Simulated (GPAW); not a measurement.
Consider InRh (Pm-3m).

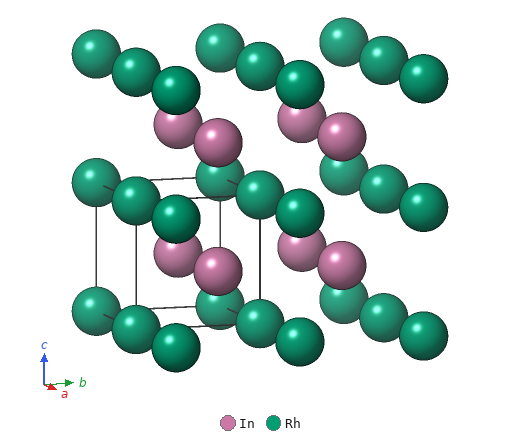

The structure (indium pink, rhodium teal). 2×2×2 cells are drawn. Some periodic images of atoms are drawn too.

```cif
data_structure
_symmetry_space_group_name_H-M 'P 1'
_symmetry_Int_Tables_number 1
_cell_length_a 3.1960
_cell_length_b 3.1960
_cell_length_c 3.1960
_cell_angle_alpha 90.000
_cell_angle_beta 90.000
_cell_angle_gamma 90.000
_cell_volume 32.65
loop_
_atom_site_label
_atom_site_type_symbol
_atom_site_fract_x
_atom_site_fract_y
_atom_site_fract_z
_atom_site_occupancy
In1 In 0.50000 0.50000 0.50000 1
Rh2 Rh 0.00000 0.00000 0.00000 1
```

Absorber: atom 2, with 8 In at 2.77 Å and 6 Rh at 3.20 Å (cube and octahedron, as in bcc, site symmetry m-3m). Method: GPAW, LDA, excited-electron core hole (neutral cell), 8-atom cell with 5.5 Å between holes, 6×6×6 k points, dipole transitions, Gaussian full width 2.13 eV up to 4 eV, rising linearly to 3.5 eV at 25 eV.

**Question.** Where do the maxima of the Rh L₃ edge fall?

Main maxima up to 30 eV above the zero (height): 3.2 eV (1.39), 5.8 eV (1.34), 19.2 eV (1.02) and 26.4 eV (0.96). At an L edge the dipole rule selects empty d (and weakly s) states on the absorber, and the strong line at the onset measures the empty part of its d band. 

The Rh L₃ spectrum (energy from the lowest empty level; intensity scaled to a mean of 1 over the first 20 eV):

```
E (eV)  intensity
  -2.0       0.04
  -0.5       0.61
   1.0       1.25
   2.5       1.33
   4.0       1.33
   5.5       1.33
   7.0       1.14
   8.5       0.82
  10.0       0.72
  11.5       0.78
  13.0       0.78
  14.5       0.82
  16.0       0.81
  17.5       0.89
  19.0       1.02
  20.5       0.95
  22.0       0.89
  23.5       0.91
  25.0       0.94
  26.5       0.96
  28.0       0.90
  29.5       0.78
  31.0       0.67
```

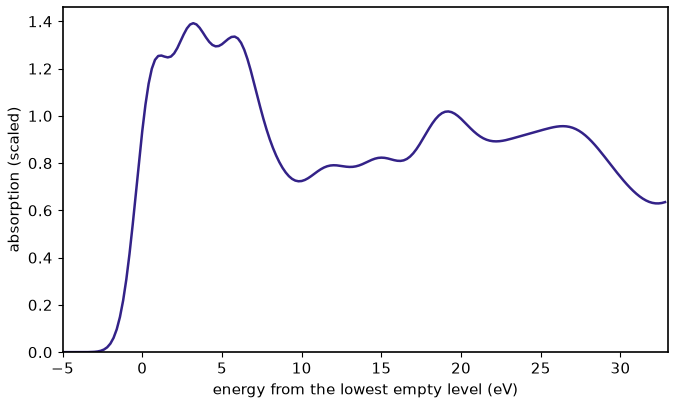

The Rh L₃ edge.

Only the L₃ part is meant: spin–orbit coupling of the core level isn't computed and the L₂ copy isn't added. The script folds with a Gaussian, whereas the core hole's own line is a Lorentzian, so the onset is too steep and the first peak too high. The holes are only 5.5 Å apart, so the shape is probably not converged with cell size; no larger cell was run here. Lifetime broadening is put in by hand, and intensities beyond about 20 eV depend on it and on the partial waves. The structure is a published determination, not relaxed.

[Banner, clock and machine lines of the logs are left out without a mark of their own.]

[Logs are printed without paths, hosts, clocks, repeated set-up lines and the standing remarks that a program may print on its own settings, such as how far it seeks lower states.]

[Hosts, paths, dates, database ids (printed as entryN), source tags and the programs' standing remarks are cut or masked in the printed files.]

[Lists of maxima count a maximum above −3 eV only where it reaches 4 % of the highest in the window and stands out from its surroundings by 2 % of it (1.5 % where it reaches 55 %); shoulders and weaker maxima are passed over, and of the rest the first, up to two pre-edge ones and the few strongest are named.]
